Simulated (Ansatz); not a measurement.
Consider CH$_{2}$BGa (SMILES [BH+][CH][Ga]) (charge +1, doublet).

Input

```
crystal:
  periodic: [false, false, false]
  atoms:
    - symbol: C
      position_ang: [-1.721036, -2.153455, 2.762308]
    - symbol: B
      position_ang: [-1.835626, -0.846534, 3.231640]
    - symbol: Ga
      position_ang: [-2.773083, -2.504959, 1.184671]
    - symbol: H
      position_ang: [-1.998845, 0.284584, 3.551990]
    - symbol: H
      position_ang: [-1.180413, -3.062401, 3.053888]
basis:
  gaussian: {orbitals: def2-TZVPD}
total_charge: 1
magnetization: {spin_polarized: true, initial_magnetization: 1}
hamiltonian: {xc: pbe0}
output: {forces: true, orbitals: {seedname: orbitals}}
```

Launched as:

```sh
ansatz run input.yaml --threads 1 --pin off --max-ram 2610MiB --events-out events.jsonl --progress --plain --runs-dir runs
```

Geometry: PBE0-D3(BJ)/def2-SVP.

Theory: isolated molecule in a Gaussian basis; Kohn-Sham density functional theory, functional PBE0 (Ansatz 0.2.0).

Predict the electron density, electron localisation function and spin density between the atoms.

C–B (1.39 Å): the density is about 1.9 e/Å³ at the midpoint; the ELF peaks at about 0.95 between the atoms; a covalent bond.
C–Ga (1.93 Å): ρ is about 0.73 e/Å³ halfway; the ELF peaks at about 0.80 in the valence shell of C, 0.7 Å from its nucleus, and is about 0.40 at the midpoint.
C–H (1.10 Å): ρ is about 1.9 e/Å³ halfway; the ELF climbs to about 1 towards the hydrogen, as it does in any bond to H (a covalent bond by its length).
B–H (1.19 Å): ρ is about 1.4 e/Å³ halfway; the ELF climbs to about 1 towards the hydrogen; a covalent bond by its length.
The unpaired spin (1 electron) lies mostly on Ga3 (about 0.7), C1 (about 0.3) and B2 (about 0.1), in electrons by Hirshfeld's partition.

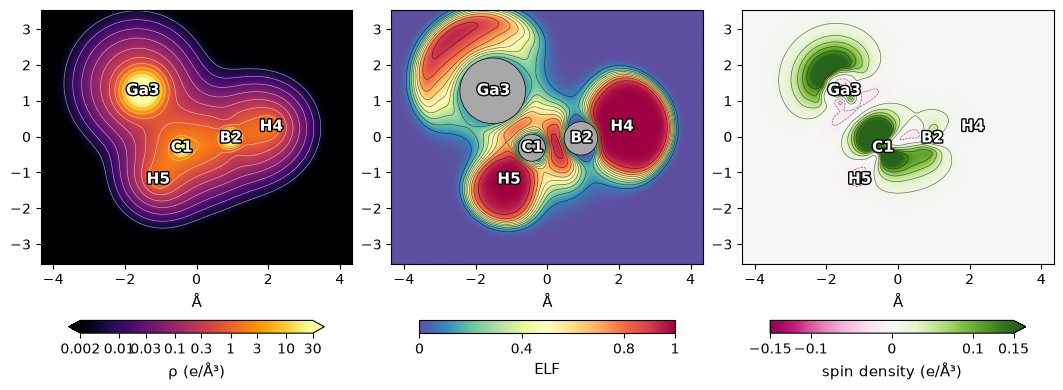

Computed electron density, electron localisation function and spin density on the molecular plane, in this order. Grey discs cover the atomic cores in the ELF map. 
